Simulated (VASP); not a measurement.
Band structure of ZnO (wurtzite). Method: optB86b-vdW, VASP's PBE PAW potentials (set 64) (plane waves; VASP).

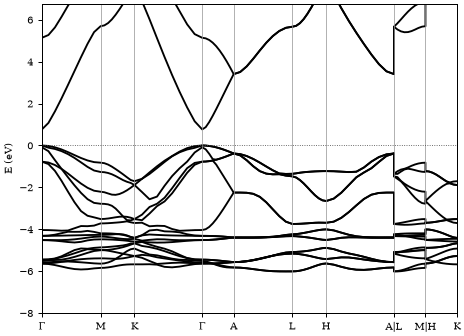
Bands along high-symmetry lines, zero at the valence-band maximum or, without a gap, the Fermi level

Question: Read the plot: is there a gap, and where are the band edges?

Answer: The gap is direct, 0.77 eV, from the valence maximum at Γ to the conduction minimum at Γ. (Edges off the drawn lines would not show.)

Measured: gap 3.60 eV (computed value off by -2.83 eV), as given by Wei Chen et al., Physical Review Materials (2018), doi:10.1103/physrevmaterials.2.073803 [zero-point renormalisation of 0.16 eV added back (the table's ZPR column)].

The compound is ZnO in the wurtzite structure. It was relaxed first.
